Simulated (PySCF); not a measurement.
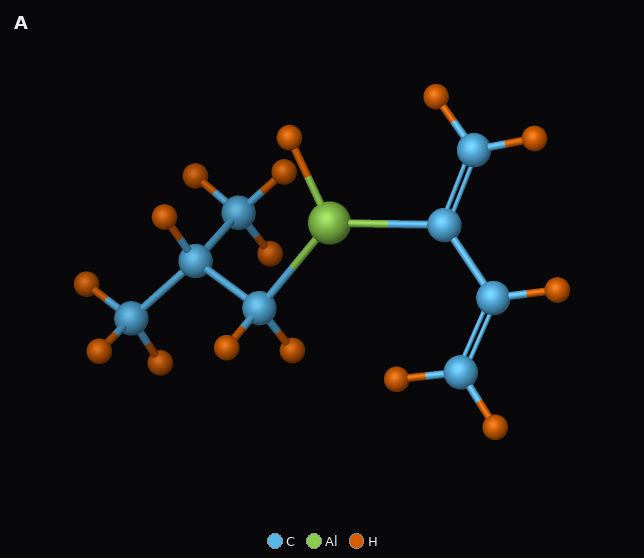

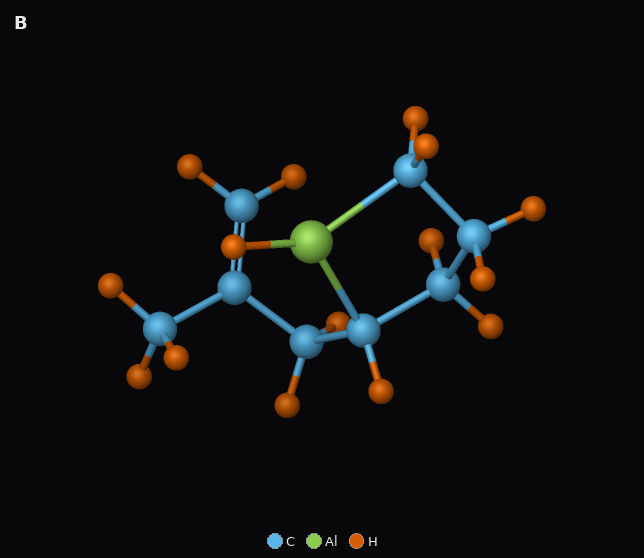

2 stationary structures of one formula. Geometries: GFN2-xTB. Electronic energies: PBE0/pcSseg-1 (PySCF 2.14.0), without zero-point energy. No frequency run is at hand to confirm each as a minimum. Each is one conformer, not always the lowest.

**Are they conformers, stereoisomers or constitutional isomers?**

They are constitutional isomers of C8H15Al: A `C=C[C](=C)[AlH][CH2]C(C)C`, B `C=C(C)C[C@H]1CC[CH2][AlH]1`.

**Which structure is the most stable?**

B is lowest; A lies 13.0 kcal/mol above it.

The geometry is semi-empirical. Around Al such bond lengths and angles can be off by a tenth of an ångström or more and by several degrees, and values that hang on the shape move with them.
